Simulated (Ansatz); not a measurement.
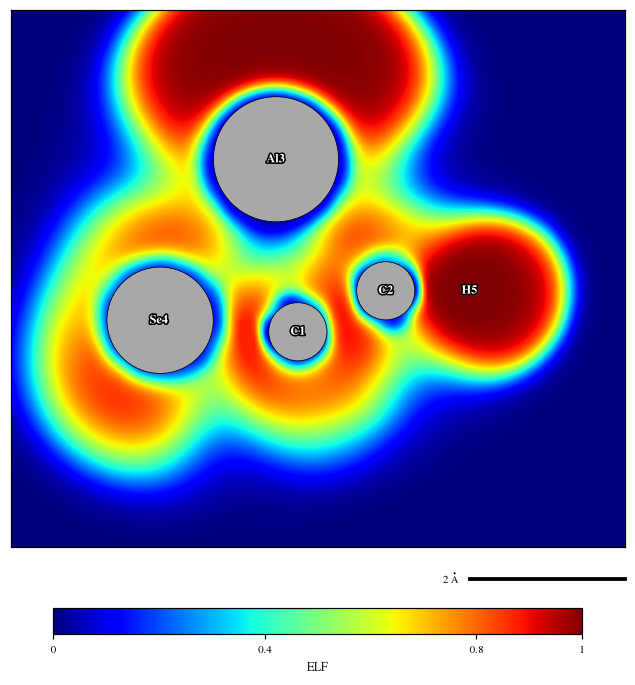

C2HAlSe. ELF on the molecular plane. Grey discs cover the atomic cores.

Geometry: PBE0-D3(BJ)/def2-SVP.

Method: isolated molecule in a Gaussian basis; Kohn-Sham density functional theory, functional PBE0 in Ansatz.

```yaml
atoms:
  - { symbol: C, position_ang: [0.1018, -1.2246, -0.6341] }
  - { symbol: C, position_ang: [0.5449, -1.0551, 0.5295] }
  - { symbol: Al, position_ang: [1.3246, 0.6681, -0.6332] }
  - { symbol: Se, position_ang: [-0.0403, -0.6887, -2.3374] }
  - { symbol: H, position_ang: [0.6835, -1.3033, 1.5722] }
```

Question: What does the map show?

Answer:
- Atoms in the plane: C, Al, Se and H.
- C–C (1.26 Å): the ELF peaks at about 0.90 between the atoms; a multiple bond.
- C–Se (1.79 Å): the ELF peaks at about 0.85 between the atoms (localised, covalent bonding).
- C–Al (2.22 Å): the ELF peaks at about 0.80 in the valence shell of C, 0.8 Å from its nucleus, and is about 0.65 at the midpoint.
- Al–Se (2.57 Å): the ELF peaks at about 0.70 in the valence shell of Se, 1.1 Å from its nucleus, and is about 0.65 at the midpoint.
- C–H (1.08 Å): the ELF climbs to about 1 towards the hydrogen, as it does in any bond to H (a covalent bond by its length).
- The ELF also peaks beside Se4, away from the bonds: lone-pair regions.
